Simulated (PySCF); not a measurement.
## Electronic structure of C$_{6}$H$_{14}$OSi (SMILES COC[C@H]1CC[SiH2]C1) in real space

```xyz
22

C     3.4212   -0.1009    0.6577
O     2.0940   -0.5073    0.5658
C     1.3472    0.2310   -0.3562
C    -0.0862   -0.2565   -0.3558
C    -0.7673   -0.1140    1.0112
C    -2.2360   -0.5416    0.8828
Si   -2.7299    0.1224   -0.8268
C    -0.9514    0.4627   -1.4053
H     3.9552   -0.2011   -0.3087
H     3.9220   -0.7380    1.4002
H     3.5116    0.9551    0.9838
H     1.3710    1.3139   -0.1009
H     1.7805    0.1357   -1.3746
H    -0.0589   -1.3347   -0.6024
H    -0.2216   -0.6886    1.7746
H    -0.7118    0.9477    1.3173
H    -2.3155   -1.6419    0.8761
H    -2.8613   -0.1802    1.7126
H    -3.5636    1.3649   -0.7744
H    -3.4556   -0.8807   -1.6681
H    -0.7338    0.1326   -2.4324
H    -0.7646    1.5507   -1.3679
```

Geometry: PBE0-D3(BJ)/def2-SVP.

All numbers below come from PBE0/pcSseg-1, SCF density, gas phase, non-relativistic (PySCF).

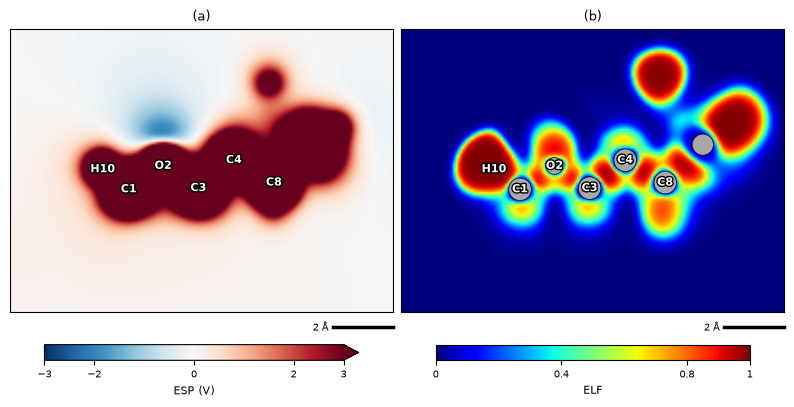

Figure 1. (a) molecular electrostatic potential; (b) ELF on the plane of atoms C1, O2 and C3. Grey discs cover the atomic cores in the ELF map.

Describe what can be read from this map.

Answer.
- Atoms in the plane: C, O and H.
- C–O (1.39 Å): the ELF peaks at about 0.90 between the atoms: a shared but strongly polarised pair.
- C–C (1.51 Å): the ELF peaks at about 0.95 between the atoms (localised, covalent bonding).
- C–H (1.10 Å): the ELF climbs to about 1 towards the hydrogen, as it does in any bond to H: an ordinary covalent bond to hydrogen.
- The ELF also peaks beside O2, away from the bonds: lone-pair regions.
- Outside the dense part of the molecule the potential is most negative (−2.0 V) near O2.

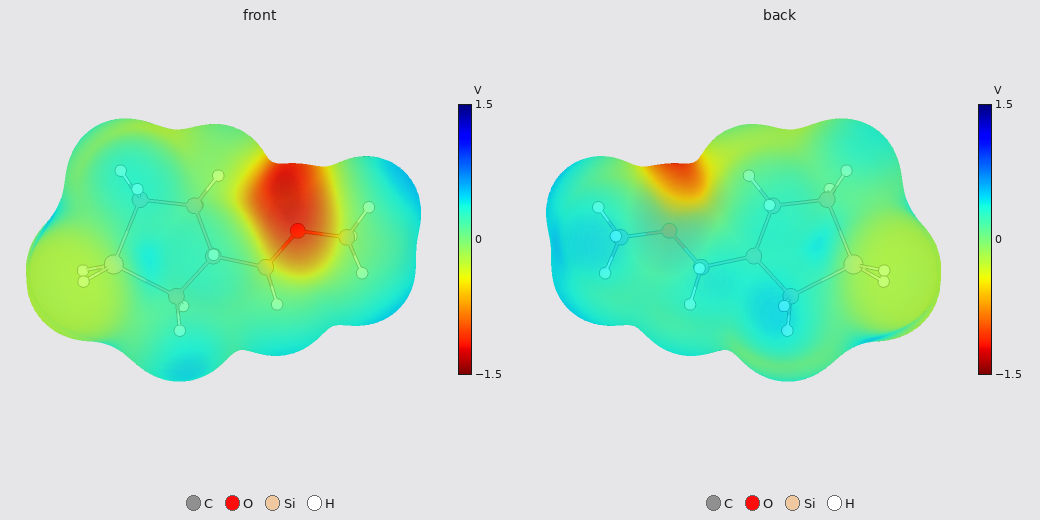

Figure 2. The molecular electrostatic potential painted on the density surface at 0.001 e/bohr³, seen from the front and from behind; the colour scale runs from red (negative) to blue (positive).

Describe the electrostatic potential map.

Answer. The most negative region (about −1.2 V, or −28 kcal/mol for a unit charge) lies over O2, the most positive (about +0.5 V, or +12 kcal/mol for a unit charge) over C1, Si7 and H10. O2 is the likeliest acceptor of a hydrogen bond.

How polar is the molecule by this calculation?

Answer. Its dipole moment is 1.29 D.
